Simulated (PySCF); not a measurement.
Si(F)3(I), F₃ISi, SMILES F[Si](F)(F)I at its PBE0/def2-SVP optimised geometry (Å):

```
5

F      1.0432    -0.7595     0.0000
Si    -0.5530    -0.7595     0.0000
F     -1.0445    -1.4334    -1.3608
F     -1.0432     0.7595     0.0000
I     -1.4086    -1.9334     1.8900
```

Computed with PySCF with PBE0/def2-TZVP, def2 effective core potentials past Kr. The core electrons that the potentials of I replace are not part of the density. Cells within 0.4 Å of a nucleus heavier than hydrogen are left out (blank, or x).

Map of the electrostatic potential (hartree/e), clipped to [-0.08, 0.12] on the plane z = 1.5 Å:

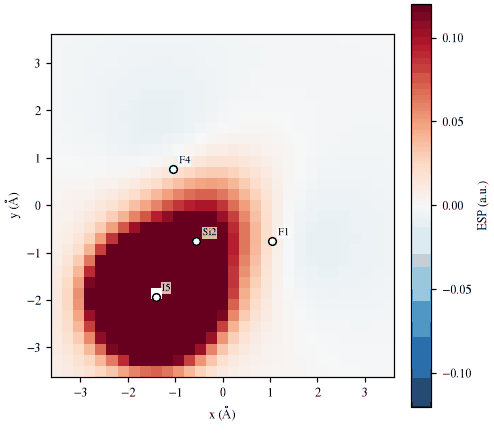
Figure: Electrostatic potential (hartree/e), clipped to [-0.08, 0.12] on the plane z = 1.5 Å.
